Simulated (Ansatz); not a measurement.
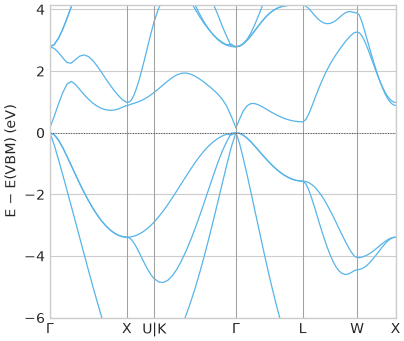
Figure. Band structure from PBE in the plane-wave PAW code Ansatz

### Question
Read off the gap and where the band edges lie.

### Answer
About 0.2 eV (0.16 eV by a search for the band edges); maximum at Γ, minimum at Γ.

The material is BiB (zinc blende, F-43m).

The cell is a constructed one: a structure type filled with these elements; neither database checked (COD, Materials Project) lists it. Whether it is the stable phase at ambient conditions was not checked. Symmetry was held in the PBE relaxation; of distortions, only those at the zone centre were tested. Spin–orbit coupling is left out wherever it is not named.

Potentials: the later of the program's two PAW sets.
